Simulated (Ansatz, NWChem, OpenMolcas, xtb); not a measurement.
# Ligand exchange: NaCl + CuNH2 → NaNH2 + CuCl

Species: NaCl, singlet; CuNH2 `[NH2][Cu]`, singlet; NaNH2 `[NH2][Na]`, singlet; CuCl (cuprous chloride), singlet. The partners trade Cl for NH2: Na–Cl and Cu–NH2 bonds give way to Na–NH2 and Cu–Cl.

Shapes, held fixed at every level: PBE0-D4/def2-TZVP. Programs: Ansatz 0.2.0, NWChem 7.3.0, OpenMolcas 26.06, xtb 6.7.1. A level may come from different programs for different species; with the same settings they agree closely. Electronic energies: no zero-point or thermal term.

```
                             level            kind  ΔE (kJ/mol)
                          GFN2-xTB  semi-empirical       +111.1
                         HF/STO-3G    Hartree–Fock       +237.9
                          HF/3-21G    Hartree–Fock       +191.8
                       HF/def2-SVP    Hartree–Fock        +51.1
                     PBE0/def2-SVP   global hybrid        +86.0
B3LYP/6-31G* (spherical functions)   global hybrid       +145.2
```

B3LYP/6-31G* (spherical functions) gives ΔE = +145.2 kJ/mol; the levels span +51.1 to +237.9. The median of the levels is +128.1. No measured value is set beside it here. Relativity is left out for Cu. Rows in sets without polarisation functions are far from converged.

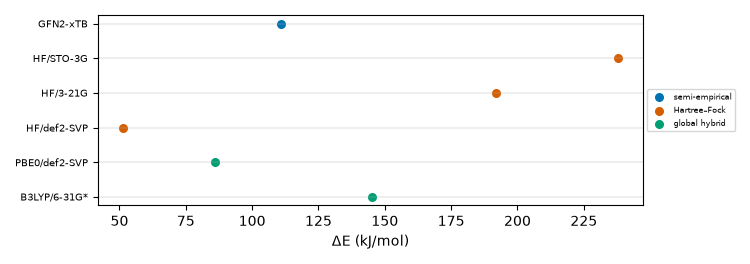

The values of the table, level by level.
